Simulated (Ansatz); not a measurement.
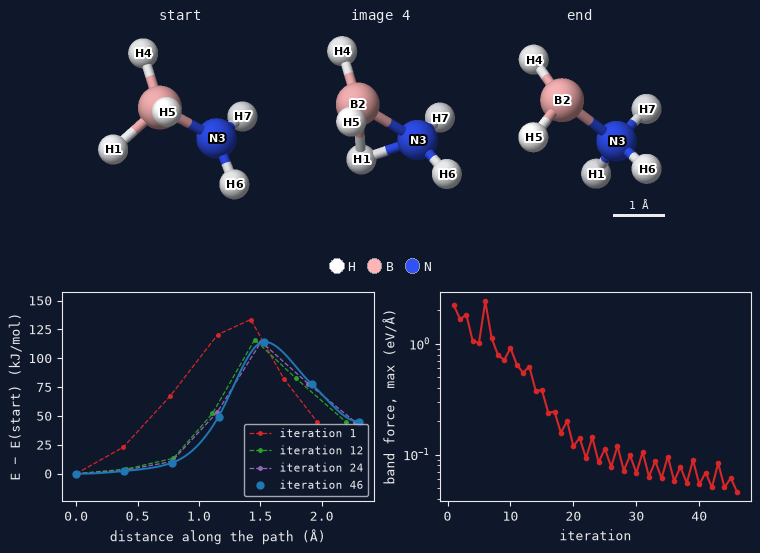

A search for the minimum-energy path of BNH₅ (multiplicity 2) by the nudged elastic band. Images are numbered from 0 (start) to 6 (end). The plot follows the band through its iterations. Style: ball-and-stick. Shown from a free direction.

The calculation used UKS B3LYP-D4/def2-SVPD in Ansatz.

Input file:
```yaml
crystal:
  periodic: [false, false, false]
  atoms:
    - { symbol: H, position_ang: [-0.493812, -1.444991, -0.008925] }
    - { symbol: B, position_ang: [-0.08132, -0.340463, -0.467557] }
    - { symbol: "N", position_ang: [0.303931, 0.553645, 0.607633] }
    - { symbol: H, position_ang: [0.677742, -0.407895, -1.401743] }
    - { symbol: H, position_ang: [-1.300529, -0.157863, -0.770573] }
    - { symbol: H, position_ang: [-0.249294, 0.676009, 1.448481] }
    - { symbol: H, position_ang: [1.143282, 1.121458, 0.592785] }
magnetization:
  spin_polarized: true
  initial_magnetization: 1
basis:
  gaussian: { orbitals: def2-SVPD }
hamiltonian:
  xc: b3lyp
  dispersion: d4
neb:
  order_check: false
  images: 5
  f_tol: 0.05
  max_iterations: 60
  optimiser: lbfgs
  climbing: immediate
  final_atoms:
    - { symbol: H, position_ang: [0.22871013, -0.88062058, 1.01105451] }
    - { symbol: B, position_ang: [-0.26491322, 0.1515162, -0.91990164] }
    - { symbol: "N", position_ang: [0.19395172, 0.07437683, 0.62396637] }
    - { symbol: H, position_ang: [0.59548229, -0.29872238, -1.63721798] }
    - { symbol: H, position_ang: [-1.43292774, -0.13485935, -1.02613581] }
    - { symbol: H, position_ang: [-0.4448533, 0.61138105, 1.21084505] }
    - { symbol: H, position_ang: [1.12455013, 0.47682822, 0.73749049] }
  initial_path:
    images:
      - { positions_ang: [[-0.493812, -1.444991, -0.008925], [-0.08132, -0.340463, -0.467557], [0.303931, 0.553645, 0.607633], [0.677742, -0.407895, -1.401743], [-1.300529, -0.157863, -0.770573], [-0.249294, 0.676009, 1.448481], [1.143282, 1.121458, 0.592785]] }
      - { positions_ang: [[-0.30305164, -1.31992729, 0.1669945], [-0.14024299, -0.31822578, -0.55106952], [0.28592708, 0.45711545, 0.63602922], [0.63754787, -0.36599897, -1.45433088], [-1.33388744, -0.14172428, -0.82149378], [-0.30086435, 0.71636523, 1.38414909], [1.15457147, 0.97229563, 0.63982237]] }
      - { positions_ang: [[-0.11229128, -1.19486358, 0.34291399], [-0.19916598, -0.29598856, -0.63458203], [0.26792315, 0.3605859, 0.66442543], [0.59735375, -0.32410293, -1.50691876], [-1.36724587, -0.12558556, -0.87241456], [-0.35243469, 0.75672146, 1.31981719], [1.16586093, 0.82313327, 0.68685974]] }
      - { positions_ang: [[0.07846908, -1.06979987, 0.51883349], [-0.25808898, -0.27375134, -0.71809455], [0.24991923, 0.26405635, 0.69282165], [0.55715962, -0.2822069, -1.55950664], [-1.40060431, -0.10944684, -0.92333535], [-0.40400504, 0.7970777, 1.25548528], [1.1771504, 0.6739709, 0.73389711]] }
      - { positions_ang: [[0.12854943, -1.00674011, 0.68290716], [-0.26036373, -0.13199549, -0.78536358], [0.23126339, 0.20082985, 0.66986989], [0.56993384, -0.28771206, -1.58541042], [-1.41137879, -0.11791767, -0.95760217], [-0.41762113, 0.73517881, 1.24060521], [1.15961697, 0.60825667, 0.73509491]] }
      - { positions_ang: [[0.17862978, -0.94368034, 0.84698084], [-0.26263847, 0.00976035, -0.85263261], [0.21260756, 0.13760334, 0.64691813], [0.58270806, -0.29321722, -1.6113142], [-1.42215326, -0.12638851, -0.99186899], [-0.43123721, 0.67327993, 1.22572513], [1.14208355, 0.54254245, 0.7362927]] }
      - { positions_ang: [[0.22871013, -0.88062058, 1.01105451], [-0.26491322, 0.1515162, -0.91990164], [0.19395172, 0.07437683, 0.62396637], [0.59548229, -0.29872238, -1.63721798], [-1.43292774, -0.13485935, -1.02613581], [-0.4448533, 0.61138105, 1.21084505], [1.12455013, 0.47682822, 0.73749049]] }
```

Run as
```bash
ansatz run input.yaml --threads 2 --pin off --max-ram 3072MiB --backend cpu --events-out ev --progress --plain --runs-dir out
```

Did the band converge, and can the barrier be trusted?

Answer. The run is converged, with reservations. The band converged in 46 iterations. The largest component of the band force went from 2.2 to 0.046 eV/Å. The climbing image converged on the top of the path. Its curvatures weren't checked. The first iteration put the highest image at 133.6 kJ/mol. The highest point, image 4, lies 114.3 kJ/mol above the start and 69.3 kJ/mol above the end; the end is at +45.0 kJ/mol relative to the start.
